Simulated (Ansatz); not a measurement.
## Abstraction of F: SnHF3 + GeHF2 → SnHF2 + GeHF3

Species: SnHF3 `[F][SnH]([F])[F]`, singlet; GeHF2 `[F][GeH][F]`, doublet; SnHF2 `[F][SnH][F]`, doublet; GeHF3 `[F][GeH]([F])[F]`, singlet. A radical takes F: the energy is the difference in strength between the Sn–F bond broken and the Ge–F bond made.

Shapes, held fixed at every level: PBE0-D4/def2-TZVP. Programs: Ansatz 0.2.0. The zero-point and thermal change to 298 K, harmonic and unscaled (PBE0-D4/def2-TZVP), is +1.0 kJ/mol.

```
               level                    kind  ΔH(298 K) (kJ/mol)  less CCSD(T)/def2-TZVPP  CPU time (sum over the molecules)
      MP2/def2-TZVPP     perturbation theory               -78.5                     -0.7                                  –
    SPW92/def2-TZVPP                     LDA               -76.3                     +1.5                               10 s
r2SCAN-D4/def2-TZVPP                meta-GGA               -73.0                     +4.8                               35 s
  wB97M-V/def2-TZVPP  range-separated hybrid               -69.0                     +8.8                               78 s
  wB97X-V/def2-TZVPP  range-separated hybrid               -68.8                     +9.0                               53 s
   B2PLYP/def2-TZVPP           double hybrid               -73.8                     +4.0                               38 s
     CCSD/def2-TZVPP   coupled cluster or CI               -79.4                     -1.6                                  –
  CCSD(T)/def2-TZVPP   coupled cluster or CI               -77.8                      0.0                            6.4 min
```

The highest level, CCSD(T)/def2-TZVPP, gives ΔH(298 K) = -77.8 kJ/mol; the levels span -79.4 to -68.8. The column of differences is taken from that level and isn't an error. No measured value is set beside it here. Open shells run unrestricted. For atoms past krypton def2 sets carry core potentials with scalar relativity. Relativity is left out for Ge. Outer-core shells of Ge, Sn are correlated in most correlated rows, in sets that cover them unevenly. Times are processor times on shared x86 and Arm servers, and rough.

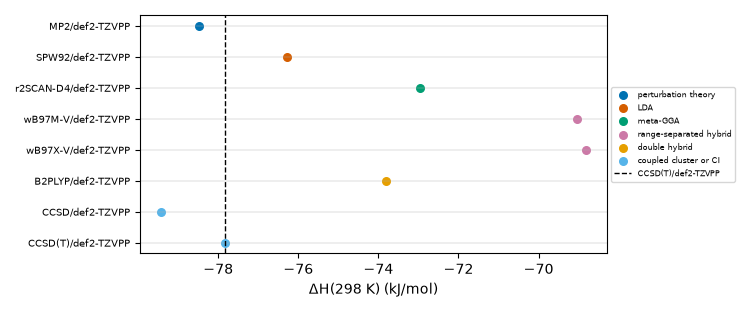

The values of the table, level by level.
